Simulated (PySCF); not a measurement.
Consider C4H7ClGeO.

The calculation's input:

```
{"job": {"kind": "uv", "xc": "PBE0", "basis": "def2-SVPD", "nstates": 8, "ntriplets": 3}, "charge": 0, "multiplicity": 1}
Cl    -2.754558     1.165464    -1.363747
Ge    -1.383180     0.529176     0.113740
C      0.391639     1.388458    -0.105115
C      1.483777     0.398052     0.189958
C      1.385625    -0.905975     0.419532
O      0.312919    -1.739312     0.444023
C     -0.865379    -1.369550    -0.243824
H     -2.016869     0.751834     1.479553
H      0.507514     1.769168    -1.126260
H      0.507403     2.248998     0.557107
H      2.480099     0.818451     0.218827
H      2.272954    -1.475632     0.669970
H     -0.706299    -1.475809    -1.327657
H     -1.616323    -2.103797     0.051726
```

Launched as:

```sh
OMP_NUM_THREADS=1 python probes_run.py task.json out
```

Geometry: GFN2-xTB.

Method: PySCF, PBE0/def2-SVPD, SCF density, gas phase.

### What can the converged electron density and electron localisation function tell about the bonding?

C–C (1.33 Å): ρ is about 2.3 e/Å³ halfway; the ELF peaks at about 0.95 between the atoms: a short, multiple covalent bond.
C–O (1.36 Å): the density is about 2.3 e/Å³ at the midpoint, with its minimum of 1.9 e/Å³ about 0.5 Å from C; the ELF peaks at about 0.90 between the atoms (a shared but strongly polarised pair).
C–H (1.08 Å): ρ is about 2 e/Å³ halfway; the ELF climbs to about 1 towards the hydrogen, as it does in any bond to H; a covalent bond by its length.

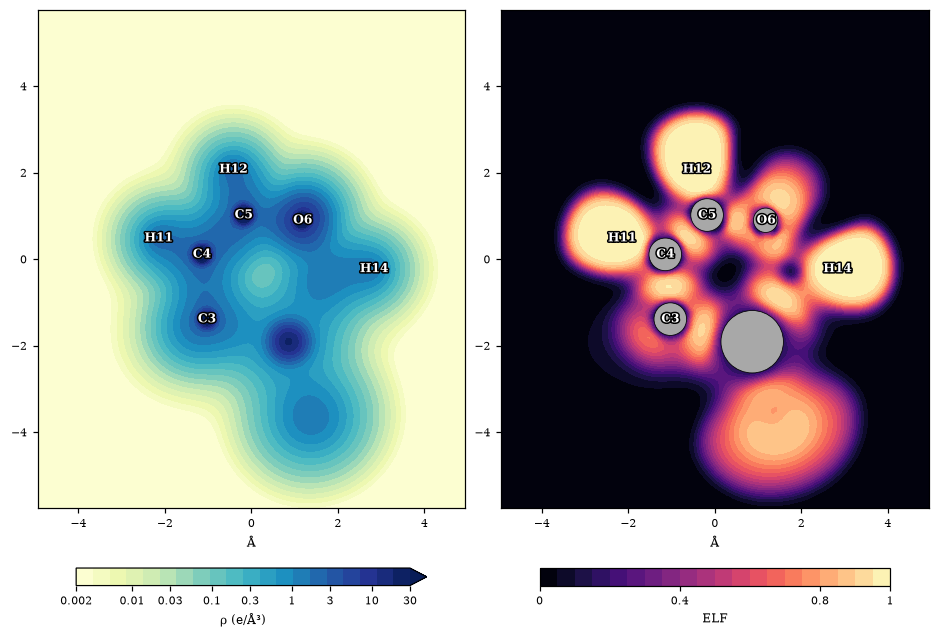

Computed electron density and electron localisation function on the plane of atoms O6, C5 and H12, in this order. Grey discs cover the atomic cores in the ELF map. 
